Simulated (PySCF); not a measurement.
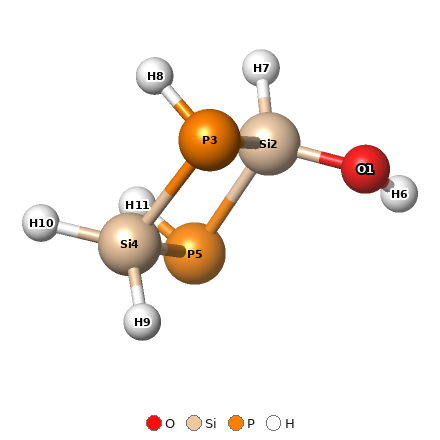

Si₂P₂H₆O, SMILES O[SiH]1P[SiH2]P1. Vertical core-electron binding energies by ΔSCF (SCAN, pcX-2 on the ionised atom, pcseg-1 elsewhere, spin-free X2C; PySCF 2.14.0, at a GFN2-xTB geometry (no frequency check)), gas phase, against the vacuum level. One atom of each kind was ionised; within a panel, areas follow the number of like atoms and 2j + 1 (2p levels are split by first-order spin-orbit coupling, an approximation), each panel is scaled alone, Gaussians of 1.0 eV full width. Only the regions named are shown. Lines closer than the width merge in the curve. The order of lines from different atoms under 0.3 eV apart is within the error of the method.

Predict the Si 2p and Si 1s photoelectron lines.

```tsv
level	atoms	binding energy (eV)
Si 2p1/2	Si2	107.8
Si 2p1/2	Si4	107.3
Si 2p3/2	Si2	107.2
Si 2p3/2	Si4	106.7
Si 1s	Si2	1847.0
Si 1s	Si4	1846.4
```

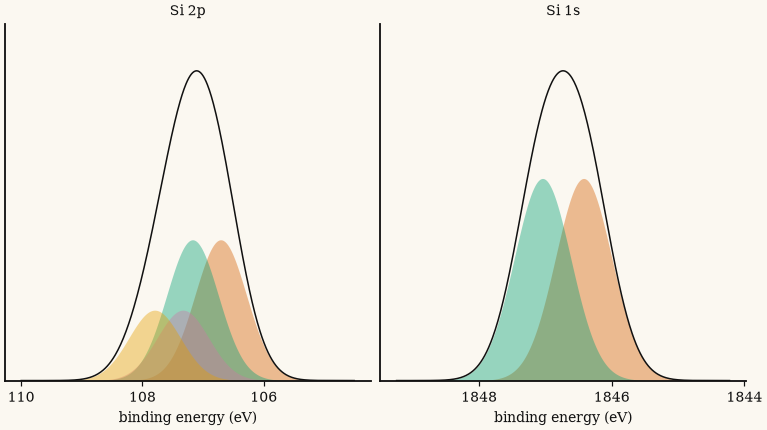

Note: the tight-binding geometry is rougher than a DFT one and adds to the error.
